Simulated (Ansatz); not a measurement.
# CH₆Ge: geometry relaxation

CH₆Ge, computed with RKS PBE0-D4/def2-TZVP (Ansatz 0.2.0).

The geometry is a transition state displaced along its imaginary mode. The reaction was set up to form Ge1–H2 and Ge1–C3 and to break H2–C3 (atoms counted from 1 in the order of the input); sticks are drawn by distance alone. Figures and captions count atoms from 1; the log counts them from 0 in places.

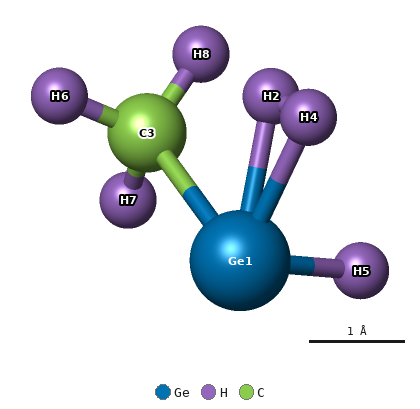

**Figure 1.** The structure as given in the input (ball-and-stick view, seen at a tilt; atoms are numbered from 1 in the order of the input). Sticks mark near contacts.

**The input**
```yaml
crystal:
  periodic: [false, false, false]
  atoms:
    - {symbol: Ge, position_ang: [-1.184269, 0.745721, 0.192437]}
    - {symbol: H, position_ang: [-0.494249, -0.800962, 0.664803]}
    - {symbol: C, position_ang: [0.848563, 0.252030, -0.079193]}
    - {symbol: H, position_ang: [-1.169422, -0.848640, 0.932578]}
    - {symbol: H, position_ang: [-1.617425, -0.017396, -1.137585]}
    - {symbol: H, position_ang: [1.470486, 0.552876, 0.754285]}
    - {symbol: H, position_ang: [1.026292, 0.886634, -0.946966]}
    - {symbol: H, position_ang: [1.120024, -0.770263, -0.380358]}
basis:
  gaussian: {orbitals: def2-TZVP}
hamiltonian: {xc: pbe0, dispersion: d4}
relax: {f_tol: 0.005, max_steps: 200}
```

Machine: 2 threads of Arm Neoverse V1, 23 GiB of memory available, shared host.

Run as:
```bash
ansatz run in.yaml --threads 2 --pin off --events-out ev --progress --plain --max-ram 4352MiB
```

**What the program printed**
```
Functional definition: PBE0
  name "PBE0"
  cite "Adamo & Barone, J. Chem. Phys. 110, 6158 (1999) doi:10.1063/1.478522"
  cite "Perdew, Burke & Ernzerhof, Phys. Rev. Lett. 77, 3865 (1996) doi:10.1103/PhysRevLett.77.3865"
  parent pbe
  parameter a = 0.25
  parameter kappa = 0.804
  parameter beta = 0.06672455060314922
  exchange = (1 - a)*pbe_x(kappa = kappa, mu = beta*pi^2/3) + a*exact_x
  correlation = pbe_c(beta = beta)
845 factors; their error is unknown
mean field evaluation 1: about -57635.9889 eV, gradient 5.2e1 eV
mean field evaluation 2: about -57629.3069 eV, gradient 6.7e1 eV
mean field evaluation 4: about -57642.0916 eV, gradient 1.7e0 eV
mean field evaluation 8: about -57642.0996 eV, gradient 2.1e-2 eV
mean field evaluation 16: about -57642.3645 eV, gradient 1.9e-5 eV
mean field -57642.36448921 eV, -2118.3178235807 hartree, gradient 1.9e-5 eV, S^2 0.000000; 0 other end points of the search recorded, 0 dependent functions left out
the calculation of the forces begins
reference -57642.36451477 eV, -2118.3178245198 hartree; 22, 22 occupied and 93, 93 virtual orbitals, 845 factors
relax step   1: F+E_penalty+E_count = -57642.45629278 eV  Δ(F+E_penalty+E_count) = +0.000e0 eV  max|allowed force component| = 2.813e0 eV/Å  Δτ_max = 0.0000 Å  (26 SCF iters, accepted)
these checks for a lower state are left out or cut short: starts, cluster_reference, orbital_swaps, neighbouring_geometries, increment
845 factors; their error is unknown
mean field -57642.74360974 eV, -2118.3317560029 hartree, gradient 2.7e-5 eV, S^2 0.000000; 0 other end points of the search recorded, 0 dependent functions left out
[... from here on the field's lines of each further geometry are left out, up to the last ...]
relax step   2: F+E_penalty+E_count = -57642.83700676 eV  Δ(F+E_penalty+E_count) = -3.807e-1 eV  max|allowed force component| = 6.570e-1 eV/Å  Δτ_max = 0.1972 Å  (27 SCF iters, accepted)
relax step   3: F+E_penalty+E_count = -57642.95663887 eV  Δ(F+E_penalty+E_count) = -1.196e-1 eV  max|allowed force component| = 9.102e-1 eV/Å  Δτ_max = 0.1656 Å  (29 SCF iters, accepted)
relax step   4: F+E_penalty+E_count = -57642.99562390 eV  Δ(F+E_penalty+E_count) = -3.899e-2 eV  max|allowed force component| = 7.023e-1 eV/Å  Δτ_max = 0.2000 Å  (27 SCF iters, accepted)
relax step   5: F+E_penalty+E_count = -57643.05802670 eV  Δ(F+E_penalty+E_count) = -6.240e-2 eV  max|allowed force component| = 3.283e-1 eV/Å  Δτ_max = 0.2000 Å  (29 SCF iters, accepted)
relax step   6: F+E_penalty+E_count = -57643.04650234 eV  Δ(F+E_penalty+E_count) = +1.152e-2 eV  max|allowed force component| = 8.227e-1 eV/Å  Δτ_max = 0.1917 Å  (27 SCF iters, rejected (line search))
relax step   7: F+E_penalty+E_count = -57643.09763638 eV  Δ(F+E_penalty+E_count) = -3.961e-2 eV  max|allowed force component| = 8.604e-2 eV/Å  Δτ_max = 0.0858 Å  (29 SCF iters, accepted)
relax step   8: F+E_penalty+E_count = -57643.09847426 eV  Δ(F+E_penalty+E_count) = -8.379e-4 eV  max|allowed force component| = 5.586e-2 eV/Å  Δτ_max = 0.0906 Å  (28 SCF iters, accepted)
relax step   9: F+E_penalty+E_count = -57643.10054586 eV  Δ(F+E_penalty+E_count) = -2.072e-3 eV  max|allowed force component| = 8.495e-2 eV/Å  Δτ_max = 0.0464 Å  (29 SCF iters, accepted)
relax step  10: F+E_penalty+E_count = -57643.10109567 eV  Δ(F+E_penalty+E_count) = -5.498e-4 eV  max|allowed force component| = 2.387e-2 eV/Å  Δτ_max = 0.0172 Å  (30 SCF iters, accepted)
relax step  11: F+E_penalty+E_count = -57643.10147410 eV  Δ(F+E_penalty+E_count) = -3.784e-4 eV  max|allowed force component| = 1.138e-2 eV/Å  Δτ_max = 0.0187 Å  (30 SCF iters, accepted)
relax step  12: F+E_penalty+E_count = -57643.10151295 eV  Δ(F+E_penalty+E_count) = -3.885e-5 eV  max|allowed force component| = 6.454e-3 eV/Å  Δτ_max = 0.0057 Å  (30 SCF iters, accepted)
the calculation of the forces begins
reference -57643.00342221 eV, -2118.3413039350 hartree; 22, 22 occupied and 93, 93 virtual orbitals, 845 factors
relax step  13: F+E_penalty+E_count = -57643.10151741 eV  Δ(F+E_penalty+E_count) = -4.460e-6 eV  max|allowed force component| = 2.463e-3 eV/Å  Δτ_max = 0.0013 Å  (20 SCF iters, accepted)
```

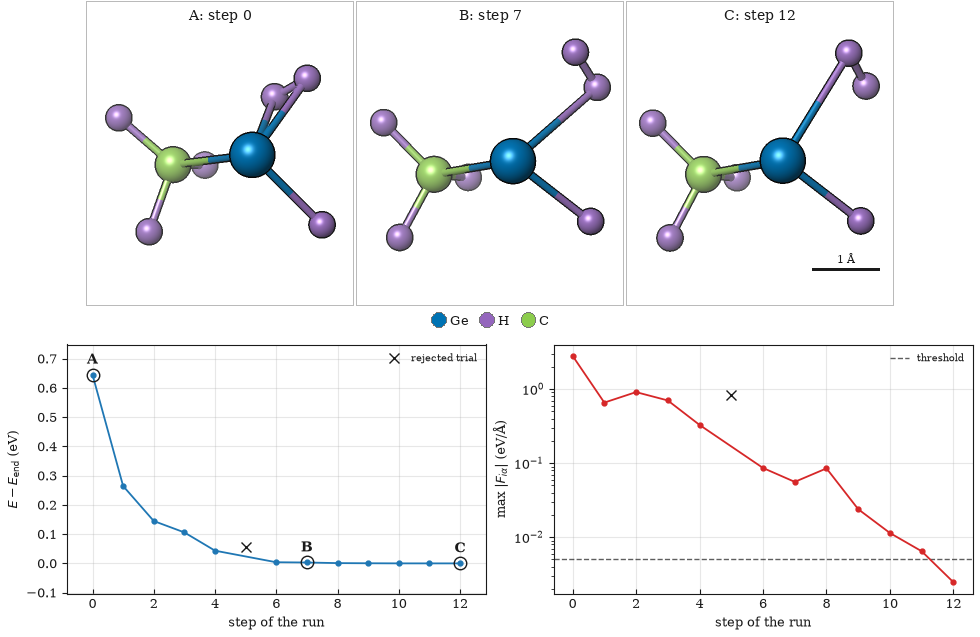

**Figure 2.** Frames of the relaxation (ball-and-stick view, seen at a tilt) above the curves, on which the letters mark them (the first geometry is step 0 here and step 1 in the log).

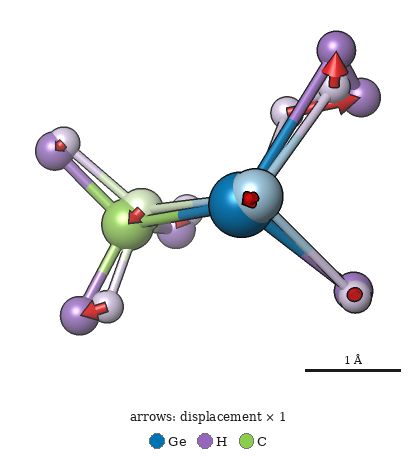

**Figure 3.** Start (faint) and end (solid) with the displacements as red arrows, at true length (ball-and-stick view, seen at a tilt). The two geometries are laid on each other by the best rigid fit. H2 moves most after the best rigid fit: 0.80 Å. Largest moves by element: H 0.80 Å, Ge 0.21 Å, C 0.21 Å. Among the contacts that change: Ge1–H2 1.758 → 2.122 Å, Ge1–H4 1.758 → 2.047 Å, Ge1–C3 2.109 → 2.004 Å, H2–H4 0.728 → 0.776 Å. Among the angles that change: C3–Ge1–H4 80.4° → 94.8°, Ge1–C3–H7 97.1° → 104.8°, Ge1–H4–H2 78.1° → 84.7°. Over 12 geometry steps the energy falls by 0.645 eV. The largest force component goes from 2.8 to 0.0025 eV/Å. The line search rejected the trial step at point 5 (counted from 0) and went back. (Atoms are counted from 1 in the order of the input.)

```
845 factors; their error is unknown
mean field -57643.00339637 eV, -2118.3413029856 hartree, gradient 1.1e-5 eV, S^2 0.000000; 1 other end points of the search recorded, 0 dependent functions left out
the calculation of the forces begins
reference -57643.00342221 eV, -2118.3413039350 hartree; 22, 22 occupied and 93, 93 virtual orbitals, 845 factors
Total energy: -57643.10154324 eV, -2118.3449098166 hartree
Atom 0 at    -0.996918     0.759392     0.107333 Å, force     0.001252    -0.001302     0.000095 eV/Å
Atom 1 at    -1.133352    -1.276399     0.690501 Å, force    -0.000082     0.002463     0.001470 eV/Å
Atom 2 at     0.950913     0.394878    -0.191244 Å, force    -0.002193    -0.002156     0.001064 eV/Å
Atom 3 at    -1.289815    -0.859376     1.326186 Å, force     0.000076    -0.001453    -0.001343 eV/Å
Atom 4 at    -1.511979    -0.137076    -1.107975 Å, force    -0.000108    -0.000153     0.000015 eV/Å
Atom 5 at     1.540741     0.640012     0.693129 Å, force    -0.000230     0.000408    -0.000617 eV/Å
Atom 6 at     1.247877     1.089861    -0.986116 Å, force     0.001561     0.001006    -0.000539 eV/Å
Atom 7 at     1.192533    -0.611291    -0.531813 Å, force    -0.000276     0.001187    -0.000146 eV/Å
Dipole moment:     0.116463    -0.160908     0.069939 e Å
```

**Trajectory as extended XYZ (Å, eV, eV/Å), 13 frames, from step=1 to step=13**
```
8
Properties=species:S:1:pos:R:3:forces:R:3 step=1 energy=-57642.45629
Ge   -1.1843    0.7457    0.1924    0.4875   0.7196  -0.2889
H    -0.4942   -0.8010    0.6648    2.1314  -0.5367  -0.6877
C     0.8486    0.2520   -0.0792   -0.2794   0.3665  -0.8019
H    -1.1694   -0.8486    0.9326   -2.8127  -1.0062   1.5288
H    -1.6174   -0.0174   -1.1376    0.0702  -0.0592   0.0331
H     1.4705    0.5529    0.7543    0.0735   0.2080   0.1596
H     1.0263    0.8866   -0.9470    0.5320   0.0798  -0.0021
H     1.1200   -0.7703   -0.3804   -0.2024   0.2283   0.0590
8
Properties=species:S:1:pos:R:3:forces:R:3 step=2 energy=-57642.83701
Ge   -1.1398    0.7403    0.2066    0.4336   0.6032  -0.5474
H    -0.5834   -0.9147    0.7123   -0.1705  -0.6570   0.1860
C     0.8715    0.3285   -0.1555   -0.1504  -0.0084  -0.0494
H    -1.3089   -0.9264    1.0412    0.0699  -0.1772   0.1602
H    -1.5723   -0.0366   -1.1152   -0.1003  -0.0235   0.0442
H     1.4509    0.5866    0.7317    0.0986   0.0750  -0.0679
H     1.2059    0.9414   -1.0070   -0.1783  -0.0749   0.3010
H     1.0760   -0.7191   -0.4142   -0.0026   0.2626  -0.0267
8
Properties=species:S:1:pos:R:3:forces:R:3 step=3 energy=-57642.95664
Ge   -1.0834    0.7522    0.1636    0.2533   0.3053  -0.2244
H    -0.6835   -1.0440    0.7389   -0.9102  -0.2853   0.5072
C     0.9040    0.3556   -0.1668   -0.0538  -0.0638  -0.0783
H    -1.3960   -0.9400    1.1317    0.8771  -0.0787  -0.3720
H    -1.5856   -0.0427   -1.1256    0.0399  -0.0206   0.0314
H     1.5011    0.6147    0.7123   -0.0557   0.0462  -0.0990
H     1.2248    0.9874   -1.0114   -0.1493  -0.1127   0.2618
H     1.1187   -0.6833   -0.4426   -0.0012   0.2094  -0.0267
8
Properties=species:S:1:pos:R:3:forces:R:3 step=4 energy=-57642.99562
Ge   -1.0385    0.7768    0.0784    0.1918   0.1199   0.4338
H    -0.8364   -1.1367    0.7641   -0.3718   0.0077   0.2758
C     0.8960    0.3274   -0.1694   -0.1091  -0.2685  -0.1361
H    -1.3744   -0.8423    1.2615    0.2376  -0.1162  -0.1920
H    -1.4680   -0.1153   -1.1120   -0.3459  -0.3384  -0.5229
H     1.4696    0.5667    0.7145    0.2776  -0.1537   0.2681
H     1.1736    1.0525   -0.9114    0.2860   0.7023  -0.5479
H     1.1781   -0.6290   -0.6257   -0.1663   0.0469   0.4211
8
Properties=species:S:1:pos:R:3:forces:R:3 step=5 energy=-57643.05803
Ge   -1.0059    0.7198    0.1053   -0.0714   0.2881  -0.1653
H    -1.0270   -1.1942    0.7453   -0.0985  -0.2975   0.1710
C     0.9469    0.3710   -0.1984   -0.0205  -0.1270   0.1269
H    -1.3787   -0.8890    1.3736    0.1595   0.0730  -0.3283
H    -1.5166   -0.1024   -1.1803    0.0521  -0.0432   0.2609
H     1.5321    0.6059    0.6902    0.0180  -0.0049   0.0568
H     1.2213    1.1025   -0.9622    0.0249   0.0891  -0.1254
H     1.2279   -0.6136   -0.5735   -0.0642   0.0224   0.0034
8
Properties=species:S:1:pos:R:3:forces:R:3 step=6 energy=-57643.04650 accepted=F
Ge   -0.9968    0.8347    0.0925   -0.2348  -0.8227  -0.3731
H    -1.1117   -1.2125    0.6079   -0.0783   0.1311   0.1721
C     0.9351    0.3889   -0.1751    0.0184   0.1403  -0.1517
H    -1.2183   -0.8495    1.2893    0.0064  -0.0482   0.0505
H    -1.5384   -0.2351   -1.0438    0.1834   0.5739   0.2337
H     1.5168    0.6010    0.7215    0.0496   0.0627   0.0088
H     1.2547    1.0859   -0.9598    0.1080   0.0352   0.0447
H     1.1585   -0.6133   -0.5327   -0.0527  -0.0722   0.0149
8
Properties=species:S:1:pos:R:3:forces:R:3 step=7 energy=-57643.09764
Ge   -1.0067    0.7622    0.0884    0.0460   0.0460   0.0860
H    -1.0828   -1.2476    0.7080   -0.0221  -0.0820  -0.0007
C     0.9430    0.3851   -0.1914   -0.0203   0.0283  -0.0156
H    -1.3020   -0.8662    1.3451    0.0051   0.0630  -0.0502
H    -1.5094   -0.1305   -1.1287   -0.0233  -0.0648  -0.0214
H     1.5278    0.6133    0.7007   -0.0025   0.0187  -0.0007
H     1.2400    1.0967   -0.9718    0.0357  -0.0025   0.0077
H     1.1902   -0.6131   -0.5503   -0.0187  -0.0067  -0.0051
8
Properties=species:S:1:pos:R:3:forces:R:3 step=8 energy=-57643.09847
Ge   -1.0043    0.7625    0.0979   -0.0178   0.0559   0.0172
H    -1.1660   -1.2590    0.6739    0.0205  -0.0329   0.0112
C     0.9413    0.3955   -0.1890    0.0469  -0.0259   0.0071
H    -1.2213   -0.8655    1.3402   -0.0442   0.0081  -0.0366
H    -1.5053   -0.1414   -1.1187   -0.0209  -0.0253   0.0222
H     1.5259    0.6349    0.7002    0.0035   0.0017   0.0109
H     1.2546    1.0871   -0.9793   -0.0024   0.0101  -0.0251
H     1.1751   -0.6141   -0.5252    0.0144   0.0083  -0.0070
8
Properties=species:S:1:pos:R:3:forces:R:3 step=9 energy=-57643.10055
Ge   -1.0065    0.7665    0.1062    0.0849  -0.0506  -0.0194
H    -1.1314   -1.2655    0.6757   -0.0041  -0.0099   0.0081
C     0.9459    0.3921   -0.1890   -0.0178   0.0443   0.0039
H    -1.2659   -0.8661    1.3272   -0.0148   0.0110  -0.0103
H    -1.5214   -0.1344   -1.1083    0.0065   0.0088   0.0180
H     1.5346    0.6434    0.6945   -0.0107  -0.0004   0.0176
H     1.2522    1.0798   -0.9862   -0.0132   0.0123  -0.0149
H     1.1926   -0.6158   -0.5201   -0.0308  -0.0155  -0.0031
8
Properties=species:S:1:pos:R:3:forces:R:3 step=10 energy=-57643.10110
Ge   -1.0008    0.7639    0.1069   -0.0107   0.0095   0.0136
H    -1.1155   -1.2697    0.6807   -0.0104  -0.0102   0.0049
C     0.9463    0.3958   -0.1893   -0.0002  -0.0024   0.0005
H    -1.2780   -0.8651    1.3225   -0.0028   0.0098  -0.0048
H    -1.5175   -0.1318   -1.1085    0.0076  -0.0017  -0.0006
H     1.5355    0.6427    0.6950   -0.0008   0.0014   0.0037
H     1.2528    1.0803   -0.9892   -0.0065  -0.0015  -0.0042
H     1.1772   -0.6163   -0.5181    0.0239  -0.0050  -0.0132
8
Properties=species:S:1:pos:R:3:forces:R:3 step=11 energy=-57643.10147
Ge   -0.9981    0.7614    0.1083    0.0086  -0.0050  -0.0046
H    -1.1325   -1.2747    0.6863   -0.0010  -0.0003   0.0031
C     0.9501    0.3959   -0.1915   -0.0044  -0.0033   0.0114
H    -1.2863   -0.8626    1.3257    0.0005   0.0026  -0.0023
H    -1.5124   -0.1368   -1.1062   -0.0027   0.0024  -0.0016
H     1.5393    0.6420    0.6931    0.0018   0.0006  -0.0010
H     1.2508    1.0871   -0.9881   -0.0053   0.0024  -0.0019
H     1.1891   -0.6123   -0.5276    0.0025   0.0006  -0.0030
8
Properties=species:S:1:pos:R:3:forces:R:3 step=12 energy=-57643.10151
Ge   -0.9973    0.7595    0.1071    0.0065  -0.0004  -0.0006
H    -1.1323   -1.2759    0.6911    0.0008  -0.0040  -0.0045
C     0.9509    0.3949   -0.1915   -0.0057  -0.0039   0.0049
H    -1.2906   -0.8602    1.3268   -0.0004   0.0046   0.0024
H    -1.5122   -0.1366   -1.1085   -0.0002  -0.0013   0.0009
H     1.5405    0.6398    0.6932   -0.0005   0.0009  -0.0014
H     1.2483    1.0898   -0.9862    0.0010   0.0021  -0.0013
H     1.1927   -0.6113   -0.5319   -0.0015   0.0021  -0.0004
8
Properties=species:S:1:pos:R:3:forces:R:3 step=13 energy=-57643.10152
Ge   -0.9969    0.7594    0.1073    0.0013  -0.0013   0.0001
H    -1.1334   -1.2764    0.6905   -0.0001   0.0025   0.0015
C     0.9509    0.3949   -0.1912   -0.0022  -0.0022   0.0011
H    -1.2898   -0.8594    1.3262    0.0001  -0.0015  -0.0013
H    -1.5120   -0.1371   -1.1080   -0.0001  -0.0002   0.0000
H     1.5407    0.6400    0.6931   -0.0002   0.0004  -0.0006
H     1.2479    1.0899   -0.9861    0.0016   0.0010  -0.0005
H     1.1925   -0.6113   -0.5318   -0.0003   0.0012  -0.0001
```

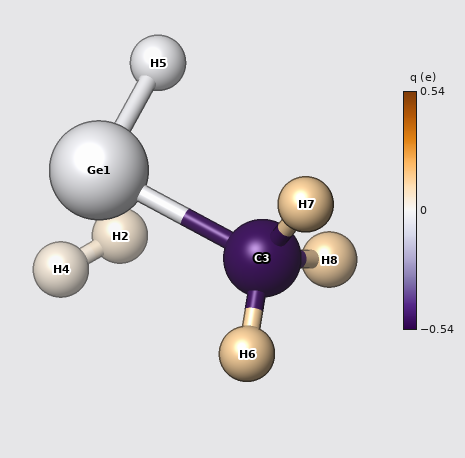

**Figure 4.** Mulliken charges, as the colour of each atom (ball-and-stick view, seen at a tilt; atoms are numbered from 1 in the order of the input). By element: Ge −0.03, H −0.02 to +0.14 and C −0.52 e.

**Key numbers**

```json
{"quantity": "outcome", "value": "converged"}
{"quantity": "total energy", "value": "−57643.1015 eV"}
{"quantity": "mean-field energy", "value": "−57643.0034 eV"}
{"quantity": "dispersion energy", "value": "−0.0981 eV"}
{"quantity": "SCF solution under orbital rotations", "value": "stable"}
{"quantity": "largest force (length of the vector) at the end", "value": "0.003 eV/Å"}
{"quantity": "dipole moment", "value": "1.01 D"}
{"quantity": "wall time", "value": "25 s (CPU time 47 s)"}
{"quantity": "peak memory", "value": "0.2 GiB"}
```
